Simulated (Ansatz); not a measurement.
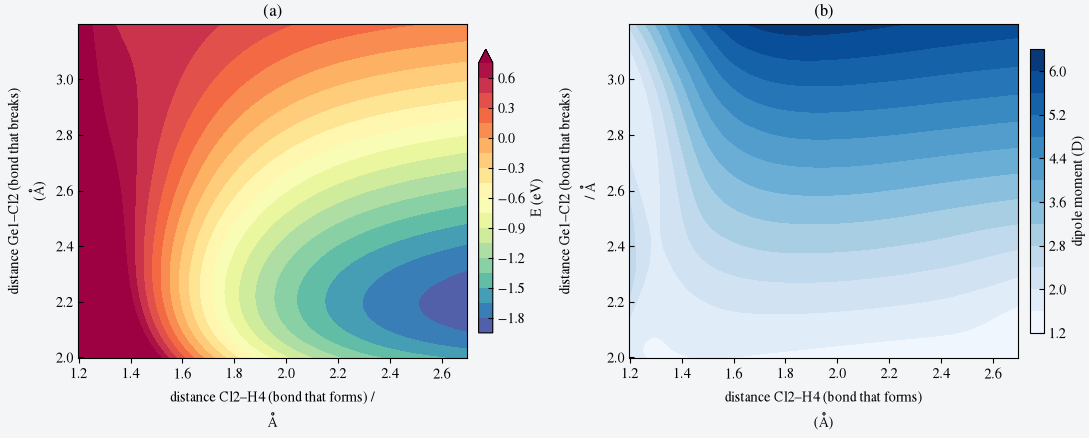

The reacting system ClGeH₄N (fragments ClGeH₄N where the first distance is long, GeH₃N + ClH where the second is long). First axis: distance Cl2–H4 (bond that forms). Second axis: distance Ge1–Cl2 (bond that breaks). Relaxed at each point: all other coordinates. Grid: 13 × 13 points. Points are written as (first, second). Energies are in eV, from a guessed transition structure relaxed with its forming and breaking bonds held. The reference is spin-restricted, so regions where a bond is pulled apart into radicals lie too high. Theory: RKS PBE-D4/def2-SVP in Ansatz 0.2.0.

Panel (a) is the energy and panel (b) the computed dipole moment on the same grid.

Drawn: filled contours, one colour for all values above the top of the scale. Between grid points the surface is interpolated.

**How does the dipole moment vary over the map, and what is it at the lowest grid point?**

Leaving out the highest fifth of the energies, it runs from 1.21 D at (2.697 Å, 1.998 Å) to 6.17 D at (1.828 Å, 3.198 Å). At the lowest grid point, (2.697 Å, 2.210 Å), it is 1.69 D. That point lies on the edge of the scan.
